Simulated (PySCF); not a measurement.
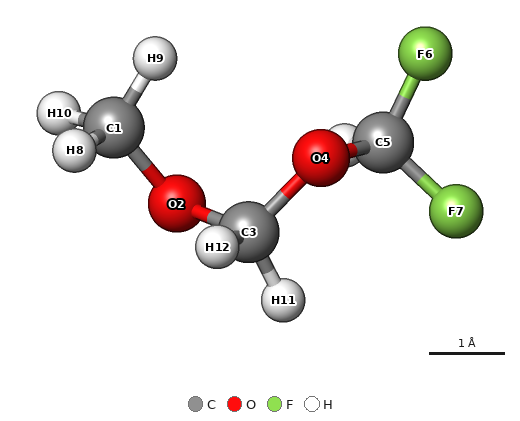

Figure 1. The input geometry of run A (ball-and-stick view, seen at a tilt; atoms are numbered from 1 in the order of the input). Bond lengths as drawn: C–F 1.33 to 1.35 Å, C–H 1.10 to 1.11 Å and C–O 1.36 to 1.41 Å.

## C3H6F2O2: one change and its effect

System: C3H6F2O2, SMILES COCOC(F)F.
Method of run A: TDDFT PBE0/def2-SVP, vertical, gas phase, core orbitals frozen in the response (PySCF 2.14.0).

The geometry comes from this level: PBE0-D3(BJ)/def2-SVP. Text and figures count atoms from 1; the logs count them from 0 in places.

The input, run A:
```
{"job": {"kind": "uv", "xc": "PBE0", "basis": "def2-SVP"}, "charge": 0, "multiplicity": 1}
C     -1.888867    -0.175412    -0.230706
O     -0.688251    -0.668757    -0.772205
C      0.281043    -0.947334     0.163187
O      0.794502     0.214898     0.776828
C      1.565655     0.988376    -0.030612
F      1.630198     2.202475     0.515046
F      2.820669     0.494486    -0.092163
H     -2.330342    -0.895935     0.482570
H     -1.738710     0.784720     0.291035
H     -2.588584    -0.026630    -1.063139
H      1.082428    -1.495175    -0.357939
H     -0.107049    -1.555120     0.999227
H      1.171409     1.057423    -1.060208
```

The first line tells a small driver script what to run in PySCF; the rest is the geometry in Å.

Launched with:
```bash
OMP_NUM_THREADS=1 python <driver script> task.json out
```

Hardware: 1 CPU thread, shared host.

Output (run A):
```
coarse grid: 11328 points
cycle   1  E = -466.9785738981  dE =  1.040e+00  |g| = 9.528e-01  |ddm| = 3.549e+00
cycle   2  E = -466.8492038036  dE =  1.294e-01  |g| = 1.300e+00  |ddm| = 1.522e+00
cycle   3  E = -467.1374417735  dE = -2.882e-01  |g| = 4.790e-02  |ddm| = 9.106e-01
cycle   4  E = -467.1376986601  dE = -2.569e-04  |g| = 2.953e-02  |ddm| = 4.692e-02
cycle   5  E = -467.1378438732  dE = -1.452e-04  |g| = 8.465e-03  |ddm| = 2.576e-02
cycle   6  E = -467.1378565355  dE = -1.266e-05  |g| = 1.268e-03  |ddm| = 6.671e-03
cycle   7  E = -467.1378568590  dE = -3.235e-07  |g| = 3.827e-04  |ddm| = 1.273e-03
final grid: 111480 points
cycle   8  E = -467.2105539816  dE = -2.587e-05  |g| = 1.110e-02  |ddm| = 2.492e-02
cycle   9  E = -467.2105378566  dE =  1.612e-05  |g| = 1.471e-02  |ddm| = 1.692e-02
cycle  10  E = -467.2105777394  dE = -3.988e-05  |g| = 7.930e-04  |ddm| = 9.637e-03
cycle  11  E = -467.2105778831  dE = -1.437e-07  |g| = 1.441e-04  |ddm| = 8.674e-04
cycle  12  E = -467.2105778864  dE = -3.328e-09  |g| = 6.791e-05  |ddm| = 1.545e-04
cycle  13  E = -467.2105778871  dE = -7.010e-10  |g| = 1.291e-05  |ddm| = 4.886e-05
converged SCF energy = -467.2105778871

Static polarisability (au): isotropic 39.555, principal 34.102 39.057 45.505

Singlet excitations
state   eV       nm        f      main configurations
  1   8.8510    140.1   0.02629   H->L 0.97
  2   9.6698    128.2   0.02686   H-1->L 0.88
  3   9.7359    127.3   0.05048   H->L+1 0.93
  4   9.8434    126.0   0.08414   H->L+2 0.77, H->L+3 0.16
  5   9.9190    125.0   0.01717   H-2->L 0.85
  6  10.0163    123.8   0.01684   H->L+3 0.69, H->L+2 0.15
  7  10.4911    118.2   0.01175   H->L+4 0.40, H->L+5 0.25, H-1->L+1 0.23
  8  10.5182    117.9   0.01551   H-1->L+1 0.67, H->L+4 0.20
  9  10.5349    117.7   0.00441   H-1->L+2 0.81
 10  10.6025    116.9   0.07359   H->L+5 0.56, H->L+4 0.34

Triplet excitations (Tamm-Dancoff, eV): 8.4630 9.1929 9.2919 9.6003
```

The input of run B differs as follows (lines with − go, lines with + come):
```diff
-"basis": "def2-SVP"
+"basis": "6-31G*"
```

How does run B compare with run A?

The total energy of run B is 213.1 kcal/mol lower, which measures the change of basis and not a stability. The HOMO goes from −8.41 to −8.23 eV. The LUMO goes from 1.88 to 2.74 eV. The dipole moment goes from 2.57 to 2.40 D. The lowest excitation goes from 8.85 to 9.36 eV. The strongest computed line goes from 9.84 to 10.65 eV. The number of SCF iterations is the same. The basis functions go from 128 to 110.

Output (run B):
```
coarse grid: 11328 points
cycle   1  E = -467.4218524431  dE =  1.085e+00  |g| = 9.591e-01  |ddm| = 3.267e+00
cycle   2  E = -467.2878645305  dE =  1.340e-01  |g| = 1.320e+00  |ddm| = 1.437e+00
cycle   3  E = -467.5832734051  dE = -2.954e-01  |g| = 4.455e-02  |ddm| = 8.607e-01
cycle   4  E = -467.5834941685  dE = -2.208e-04  |g| = 3.111e-02  |ddm| = 5.039e-02
cycle   5  E = -467.5836617362  dE = -1.676e-04  |g| = 8.068e-03  |ddm| = 2.671e-02
cycle   6  E = -467.5836732650  dE = -1.153e-05  |g| = 1.643e-03  |ddm| = 6.692e-03
cycle   7  E = -467.5836738179  dE = -5.529e-07  |g| = 3.454e-04  |ddm| = 1.438e-03
final grid: 111480 points
cycle   8  E = -467.5500998265  dE = -2.061e-05  |g| = 1.094e-02  |ddm| = 1.907e-02
cycle   9  E = -467.5500854941  dE =  1.433e-05  |g| = 1.431e-02  |ddm| = 1.567e-02
cycle  10  E = -467.5501233770  dE = -3.788e-05  |g| = 7.927e-04  |ddm| = 8.696e-03
cycle  11  E = -467.5501235189  dE = -1.420e-07  |g| = 1.440e-04  |ddm| = 8.303e-04
cycle  12  E = -467.5501235225  dE = -3.577e-09  |g| = 6.510e-05  |ddm| = 1.635e-04
cycle  13  E = -467.5501235232  dE = -6.612e-10  |g| = 1.593e-05  |ddm| = 5.145e-05
converged SCF energy = -467.5501235232

Static polarisability (au): isotropic 39.705, principal 34.344 38.985 45.786

Singlet excitations
state   eV       nm        f      main configurations
  1   9.3560    132.5   0.01185   H->L 0.95
  2  10.1994    121.6   0.02187   H-1->L 0.87
  3  10.2835    120.6   0.01418   H->L+2 0.69, H->L+1 0.13, H->L+3 0.08
  4  10.4286    118.9   0.05772   H-2->L 0.45, H->L+1 0.40
  5  10.4738    118.4   0.03772   H-2->L 0.46, H->L+1 0.39
  6  10.6467    116.5   0.09928   H->L+3 0.68, H->L+2 0.15
  7  11.0353    112.4   0.05202   H->L+4 0.88
  8  11.0751    111.9   0.00802   H-1->L+2 0.67, H-1->L+3 0.12
  9  11.1343    111.4   0.00172   H-1->L+1 0.67, H-1->L+3 0.12
 10  11.1634    111.1   0.02006   H->L+5 0.80

Triplet excitations (Tamm-Dancoff, eV): 8.8261 9.6580 9.7692 10.0010
```

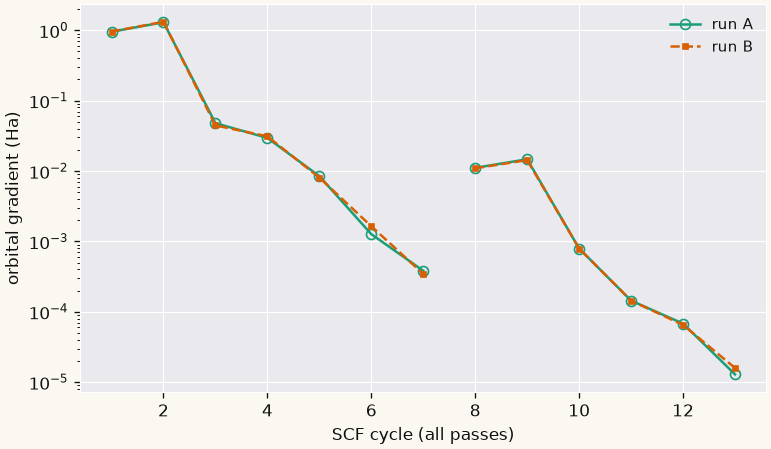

Figure 2. Convergence of the two runs: orbital gradient against the SCF cycle. A break in a curve parts two SCF passes (coarse and final grid). Run A takes 13 cycles in all, and run B takes 13.

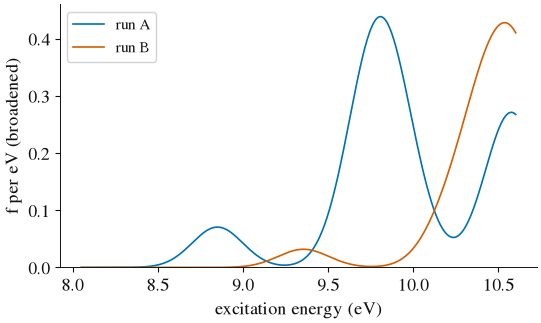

Figure 3. Absorption of the two runs from their computed states, each broadened by a Gaussian of 0.35 eV full width; the range ends where the shorter list of states ends.

The two runs side by side:

| quantity | run A | run B |
| --- | --- | --- |
| outcome | converged | converged |
| total energy (hartree) | −467.210578 | −467.550124 |
| HOMO (eV) | −8.41 | −8.23 |
| LUMO (eV) | 1.88 | 2.74 |
| dipole moment (D) | 2.57 | 2.40 |
| lowest excitation (eV) | 8.85 | 9.36 |
| SCF iterations | 13 | 13 |
| strongest computed line (eV) | 9.84 | 10.65 |
| basis functions | 128 | 110 |
| wall time (shared host) | 14 s | 12 s |
